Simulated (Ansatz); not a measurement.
Molecular dynamics, with input and output: AlSiH7O (part 4 of 4)

Continued. System: AlSiH7O. Method: RKS PBE0/def2-SVPD (Ansatz 0.2.0). It belongs to a series of runs on one base structure; here: dynamics from the highest image of the converged band.

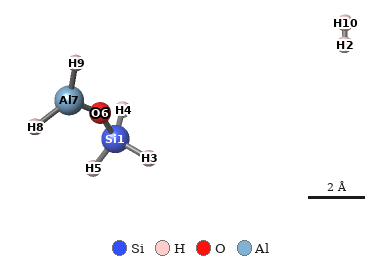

Fig. 1: The geometry at step 167 of the log (ball-and-stick view, seen at a tilt; atoms are numbered from 1 in the order of the input).

Trajectory as extended XYZ, continued
```
10
Properties=species:S:1:pos:R:3:forces:R:3 step=130 time_fs=65.0 energy=-16621.19999 temperature=1551.1
Si   -0.1231   -0.1416   -0.1180   -0.1389  -0.6773   0.3490
H     1.1973    3.5860    5.5371   -0.9031   0.5338   0.0056
H     0.9805   -0.5248    0.9382   -1.0846  -0.0477  -0.6651
H     0.1804    1.2963   -0.3417   -0.2204   0.1636  -0.1496
H    -0.0745   -0.9569   -1.3634    0.7852   0.0679  -0.1939
O    -1.7294   -0.4324    0.2537   -1.8177  -0.7206   0.1884
Al   -3.3690   -1.2398   -0.0550    2.4440   1.0285   0.2843
H    -3.4860   -2.4148   -1.1148    0.1218   0.0772   0.0486
H    -4.5863   -0.6938    0.7617   -0.0893   0.1085   0.1385
H     0.5147    3.9895    5.5415    0.9030  -0.5339  -0.0058
10
Properties=species:S:1:pos:R:3:forces:R:3 step=135 time_fs=67.5 energy=-16621.23294 temperature=1583.8
Si   -0.1099   -0.1457   -0.1280   -1.0667  -0.2131   0.1824
H     1.2814    3.7266    5.7397   -1.4624   0.9445   0.0411
H     0.9573   -0.4981    0.9047   -0.6711  -0.2907  -0.1929
H     0.1995    1.3090   -0.3332   -0.3486  -0.0691  -0.1492
H     0.0125   -0.9329   -1.3836    0.5423   0.0286  -0.1358
O    -1.7477   -0.4384    0.2527   -0.8841  -0.6469  -0.1642
Al   -3.3782   -1.2454   -0.0582    2.1419   1.0951   0.4281
H    -3.5262   -2.4258   -1.1018    0.1718   0.0286  -0.0130
H    -4.6245   -0.7080    0.7527    0.1146   0.0675   0.0446
H     0.5939    4.1707    5.7591    1.4624  -0.9446  -0.0412
10
Properties=species:S:1:pos:R:3:forces:R:3 step=140 time_fs=70.0 energy=-16621.22412 temperature=1576.5
Si   -0.0990   -0.1503   -0.1377   -2.3094   0.1847  -0.6563
H     1.3026    3.9068    5.9437    2.2277  -1.5940  -0.1243
H     0.8966   -0.4893    0.8622    0.2183  -0.6133   0.7605
H     0.1980    1.3180   -0.3335   -0.4082  -0.2166  -0.1225
H     0.1314   -0.9066   -1.4109    0.2055   0.0873   0.0967
O    -1.7692   -0.4468    0.2511    0.0404  -0.5464  -0.5015
Al   -3.3827   -1.2486   -0.0605    1.7441   1.0837   0.5249
H    -3.5562   -2.4350   -1.0895    0.2075  -0.0066  -0.0583
H    -4.6560   -0.7181    0.7465    0.3019   0.0271  -0.0434
H     0.7361    4.3122    5.9753   -2.2276   1.5940   0.1243
10
Properties=species:S:1:pos:R:3:forces:R:3 step=144 time_fs=72.0 energy=-16621.28944 temperature=1636.5
Si   -0.0937   -0.1537   -0.1463   -2.8591   0.2153  -1.0424
H     1.3822    4.0056    6.1031    0.0963  -0.0751  -0.0078
H     0.8537   -0.5072    0.8571    0.5935  -0.7019   1.1835
H     0.1796    1.3166   -0.3390   -0.3785  -0.1917  -0.0793
H     0.2364   -0.8821   -1.4294   -0.0817   0.1267   0.2887
O    -1.7865   -0.4551    0.2486    0.6977  -0.4374  -0.7279
Al   -3.3834   -1.2494   -0.0615    1.4461   0.9647   0.5012
H    -3.5713   -2.4425   -1.0820    0.2275  -0.0040  -0.0653
H    -4.6690   -0.7248    0.7400    0.3544   0.0283  -0.0585
H     0.7871    4.4708    6.1520   -0.0962   0.0751   0.0078
10
Properties=species:S:1:pos:R:3:forces:R:3 step=149 time_fs=74.5 energy=-16621.25137 temperature=1602.4
Si   -0.0924   -0.1578   -0.1590   -2.4183  -0.2910  -0.2174
H     1.4835    4.1294    6.3029   -1.6190   1.3767   0.1770
H     0.8271   -0.5649    0.9088    0.0158  -0.3196   0.4839
H     0.1367    1.3056   -0.3498   -0.2668   0.0009  -0.0030
H     0.3623   -0.8450   -1.4368   -0.3754   0.0808   0.3762
O    -1.8057   -0.4668    0.2429    1.3875  -0.2667  -0.9429
Al   -3.3815   -1.2485   -0.0617    1.1488   0.6839   0.3405
H    -3.5780   -2.4518   -1.0759    0.2395   0.0330  -0.0422
H    -4.6667   -0.7314    0.7291    0.2687   0.0786   0.0048
H     0.8493    4.6687    6.3723    1.6190  -1.3767  -0.1770
10
Properties=species:S:1:pos:R:3:forces:R:3 step=153 time_fs=76.5 energy=-16621.32387 temperature=1669.3
Si   -0.0952   -0.1614   -0.1695   -1.9092  -0.7753   0.8534
H     1.5060    4.2779    6.4691    0.4045  -0.3685  -0.0539
H     0.8086   -0.6258    0.9731   -0.5672   0.1379  -0.3739
H     0.0907    1.2963   -0.3589   -0.1599   0.1777   0.0613
H     0.4479   -0.8118   -1.4272   -0.5063  -0.0355   0.2812
O    -1.8174   -0.4770    0.2358    1.8261  -0.1209  -1.0566
Al   -3.3780   -1.2466   -0.0614    0.9703   0.4069   0.1529
H    -3.5731   -2.4580   -1.0729    0.2330   0.0677  -0.0158
H    -4.6532   -0.7333    0.7205    0.1133   0.1415   0.0975
H     0.9575    4.7776    6.5422   -0.4045   0.3685   0.0539
10
Properties=species:S:1:pos:R:3:forces:R:3 step=158 time_fs=79.0 energy=-16621.24854 temperature=1597.8
Si   -0.1024   -0.1674   -0.1808   -1.7352  -0.9249   1.7729
H     1.5649    4.4334    6.6718    1.0704  -1.0867  -0.1870
H     0.7553   -0.6935    1.0323   -0.7774   0.5105  -0.9318
H     0.0248    1.2940   -0.3666   -0.0433   0.2091   0.1308
H     0.5279   -0.7731   -1.4014   -0.5240  -0.2197   0.0092
O    -1.8257   -0.4901    0.2233    2.1896   0.0338  -1.1279
Al   -3.3717   -1.2435   -0.0607    0.7663   0.1049  -0.0511
H    -3.5546   -2.4620   -1.0700    0.1966   0.0860   0.0035
H    -4.6310   -0.7280    0.7153   -0.0726   0.2002   0.1944
H     1.0619    4.9440    6.7597   -1.0704   1.0867   0.1870
10
Properties=species:S:1:pos:R:3:forces:R:3 step=163 time_fs=81.5 energy=-16621.22848 temperature=1580.7
Si   -0.1134   -0.1752   -0.1885   -1.9649  -0.5080   1.9080
H     1.6722    4.5420    6.8670   -1.4265   1.5828   0.3026
H     0.6581   -0.7323    1.0393   -0.4382   0.5418  -0.7587
H    -0.0436    1.3029   -0.3667    0.0705  -0.0143   0.1714
H     0.5770   -0.7471   -1.3750   -0.4553  -0.3398  -0.2562
O    -1.8259   -0.5030    0.2067    2.2578   0.1202  -1.1322
Al   -3.3638   -1.2402   -0.0600    0.5100  -0.0425  -0.1162
H    -3.5245   -2.4611   -1.0671    0.1285   0.0615  -0.0028
H    -4.6124   -0.7111    0.7213   -0.1084   0.1811   0.1867
H     1.1179    5.1571    6.9846    1.4265  -1.5828  -0.3026
10
Properties=species:S:1:pos:R:3:forces:R:3 step=167 time_fs=83.5 energy=-16621.37099 temperature=1715.4
Si   -0.1252   -0.1824   -0.1918   -2.2646   0.0494   1.2958
H     1.7096    4.6829    7.0335   -0.4648   0.5509   0.1126
H     0.5611   -0.7408    1.0129    0.1605   0.2811  -0.0626
H    -0.0956    1.3101   -0.3596    0.1766  -0.2116   0.1662
H     0.5963   -0.7404   -1.3638   -0.4277  -0.3312  -0.3207
O    -1.8200   -0.5131    0.1903    2.0300   0.1237  -1.0955
Al   -3.3566   -1.2375   -0.0597    0.2802  -0.0349  -0.0604
H    -3.4947   -2.4578   -1.0648    0.0581   0.0197  -0.0198
H    -4.6018   -0.6898    0.7339   -0.0129   0.1038   0.0970
H     1.2112    5.2737    7.1542    0.4648  -0.5509  -0.1126
10
Properties=species:S:1:pos:R:3:forces:R:3 step=172 time_fs=86.0 energy=-16621.31290 temperature=1662.4
Si   -0.1443   -0.1911   -0.1937   -2.3451   0.6365   0.0651
H     1.7497    4.8649    7.2424    1.5843  -2.0940  -0.4695
H     0.4520   -0.7386    0.9817    0.9632  -0.2039   1.0380
H    -0.1506    1.3080   -0.3420    0.3102  -0.2611   0.1080
H     0.5972   -0.7492   -1.3660   -0.4614  -0.2112  -0.1842
O    -1.8059   -0.5253    0.1661    1.3512   0.0391  -0.9975
Al   -3.3470   -1.2343   -0.0594    0.0647   0.0512   0.0533
H    -3.4547   -2.4526   -1.0631   -0.0351  -0.0308  -0.0350
H    -4.5885   -0.6581    0.7544    0.1522  -0.0198  -0.0479
H     1.3346    5.4134    7.3654   -1.5843   2.0940   0.4695
10
Properties=species:S:1:pos:R:3:forces:R:3 step=177 time_fs=88.5 energy=-16621.38902 temperature=1735.0
Si   -0.1683   -0.1986   -0.1951   -1.3640   0.4556  -0.0261
H     1.8508    4.9674    7.4338   -0.9967   1.4604   0.3520
H     0.3966   -0.7458    1.0059    1.0305  -0.1478   0.8560
H    -0.1872    1.2915   -0.3182    0.4064  -0.0453   0.0169
H     0.5705   -0.7706   -1.3789   -0.4829  -0.0730   0.0291
O    -1.7868   -0.5374    0.1381    0.2882  -0.1381  -0.8155
Al   -3.3373   -1.2309   -0.0589    0.0079   0.0985   0.0975
H    -3.4168   -2.4492   -1.0633   -0.1191  -0.0468  -0.0216
H    -4.5665   -0.6275    0.7722    0.2330  -0.1031  -0.1363
H     1.3968    5.6327    7.5942    0.9967  -1.4604  -0.3520
10
Properties=species:S:1:pos:R:3:forces:R:3 step=181 time_fs=90.5 energy=-16621.45985 temperature=1802.7
Si   -0.1896   -0.2039   -0.1963    0.0450   0.0006   0.7280
H     1.9027    5.0929    7.5975   -0.8481   1.3339   0.3357
H     0.3958   -0.7575    1.0613    0.6134   0.2389  -0.1311
H    -0.1993    1.2758   -0.2981    0.4400   0.1885  -0.0506
H     0.5286   -0.7913   -1.3889   -0.4213  -0.0096   0.1188
O    -1.7706   -0.5474    0.1136   -0.7546  -0.3281  -0.5861
Al   -3.3294   -1.2281   -0.0584    0.0617   0.0505   0.0399
H    -3.3913   -2.4484   -1.0644   -0.1740  -0.0302   0.0110
H    -4.5393   -0.6070    0.7810    0.1898  -0.1106  -0.1299
H     1.4756    5.7646    7.7666    0.8481  -1.3339  -0.3357
10
Properties=species:S:1:pos:R:3:forces:R:3 step=186 time_fs=93.0 energy=-16621.38599 temperature=1733.5
Si   -0.2159   -0.2105   -0.1963    1.8822  -0.0605   1.3732
H     1.9378    5.2950    7.8133    1.3666  -2.4117  -0.6453
H     0.4259   -0.7587    1.1208    0.1213   0.5242  -1.0263
H    -0.1910    1.2663   -0.2759    0.4158   0.2768  -0.1045
H     0.4545   -0.8179   -1.3954   -0.2257  -0.0066   0.0623
O    -1.7533   -0.5611    0.0810   -2.1328  -0.5678  -0.2034
Al   -3.3195   -1.2245   -0.0578    0.1474  -0.1211  -0.1285
H    -3.3689   -2.4488   -1.0650   -0.2265   0.0026   0.0584
H    -4.4961   -0.5870    0.7856    0.0183  -0.0475  -0.0311
H     1.6039    5.8843    7.9709   -1.3666   2.4117   0.6453
10
Properties=species:S:1:pos:R:3:forces:R:3 step=191 time_fs=95.5 energy=-16621.41041 temperature=1754.4
Si   -0.2383   -0.2171   -0.1934    3.3578   0.5344   1.2985
H     2.0238    5.4065    8.0047   -0.4526   0.9092   0.2574
H     0.4646   -0.7302    1.1227   -0.1120   0.4540  -1.1410
H    -0.1584    1.2717   -0.2598    0.2955   0.0442  -0.1360
H     0.3673   -0.8450   -1.3988    0.0322  -0.0406  -0.1025
O    -1.7439   -0.5769    0.0476   -3.1823  -0.6863   0.2080
Al   -3.3093   -1.2211   -0.0574    0.0521  -0.3595  -0.3082
H    -3.3600   -2.4492   -1.0622   -0.2631   0.0112   0.0834
H    -4.4519   -0.5697    0.7885   -0.1803   0.0426   0.0979
H     1.6813    6.0945    8.1996    0.4526  -0.9092  -0.2574
10
Properties=species:S:1:pos:R:3:forces:R:3 step=195 time_fs=97.5 energy=-16621.35164 temperature=1699.4
Si   -0.2512   -0.2216   -0.1892    3.9252   1.1091   0.6908
H     2.0850    5.5129    8.1630   -0.8364   1.8333   0.5366
H     0.4919   -0.6881    1.0764   -0.0564   0.1822  -0.6935
H    -0.1193    1.2787   -0.2527    0.1324  -0.1964  -0.1614
H     0.2980   -0.8683   -1.4052    0.1990  -0.0265  -0.1737
O    -1.7447   -0.5914    0.0214   -3.3355  -0.5797   0.4864
Al   -3.3011   -1.2190   -0.0576   -0.3276  -0.5485  -0.3693
H    -3.3641   -2.4491   -1.0565   -0.2827  -0.0126   0.0768
H    -4.4235   -0.5543    0.7945   -0.2544   0.0724   0.1441
H     1.7508    6.2455    8.3775    0.8364  -1.8333  -0.5366
10
Properties=species:S:1:pos:R:3:forces:R:3 step=200 time_fs=100.0 energy=-16621.36900 temperature=1714.4
Si   -0.2599   -0.2251   -0.1828    3.4940   1.4899  -0.7048
H     2.1268    5.7215    8.3829    0.6948  -1.7399  -0.5322
H     0.5253   -0.6280    0.9867    0.3592  -0.3389   0.4068
H    -0.0642    1.2767   -0.2526   -0.1019  -0.3035  -0.1944
H     0.2222   -0.8982   -1.4219    0.3066   0.0880  -0.0710
O    -1.7566   -0.6112   -0.0097   -2.2848  -0.1096   0.7270
Al   -3.2917   -1.2175   -0.0585   -1.2924  -0.7767  -0.2913
H    -3.3845   -2.4499   -1.0454   -0.2945  -0.0650   0.0464
H    -4.4011   -0.5317    0.8093   -0.1862   0.0158   0.0813
H     1.8724    6.3587    8.5777   -0.6948   1.7399   0.5322
```

The run was set up as follows.

Input
```yaml
crystal:
  periodic: [false, false, false]
  atoms:
    - { symbol: Si, position_ang: [-0.039024, -0.039924, 0.01004] }
    - { symbol: H, position_ang: [-0.416146, 0.873094, 1.465482] }
    - { symbol: H, position_ang: [1.049296, -0.735007, 0.76178] }
    - { symbol: H, position_ang: [0.380952, 1.235689, -0.645636] }
    - { symbol: H, position_ang: [-0.246769, -0.959453, -1.181501] }
    - { symbol: O, position_ang: [-1.825774, -0.318566, 0.482926] }
    - { symbol: Al, position_ang: [-3.28187, -1.170628, -0.001409] }
    - { symbol: H, position_ang: [-3.221069, -2.086071, -1.281135] }
    - { symbol: H, position_ang: [-4.527819, -0.91523, 0.93133] }
    - { symbol: H, position_ang: [-1.439478, 0.377898, 1.266623] }
basis:
  gaussian: { orbitals: def2-SVPD }
hamiltonian:
  xc: pbe0
md:
  timestep: 0.5
  n_steps: 200
  ensemble: nve
  temperature: 100.0
  initial_velocities: maxwell_boltzmann
  seed: 4729
```

Command:
```bash
ansatz run input.yaml --threads 4 --pin off --max-ram 5120MiB --backend cpu --events-out ev --progress --plain --runs-dir out
```

Results in brief

| quantity | value |
| --- | --- |
| outcome | finished |
| mean temperature over the second half | 1689 K |
| trajectory | 200 steps, 100 fs |
| ensemble | nve |
| temperature in the input | 100.0 K |
| time step | 0.5 fs |
| potential energy (last step) | −16621.3691 eV |
| mean-field energy (last step) | −16621.3691 eV |
| largest force (length of the vector) (last step) | 3.863 eV/Å |
| hardware | 4 threads of Arm Neoverse V2, 24 GiB of memory available, shared host |
| wall time | 3.9 min (CPU time 15 min) |
| peak memory | 0.34 GiB |

So short a trajectory is not equilibrated.
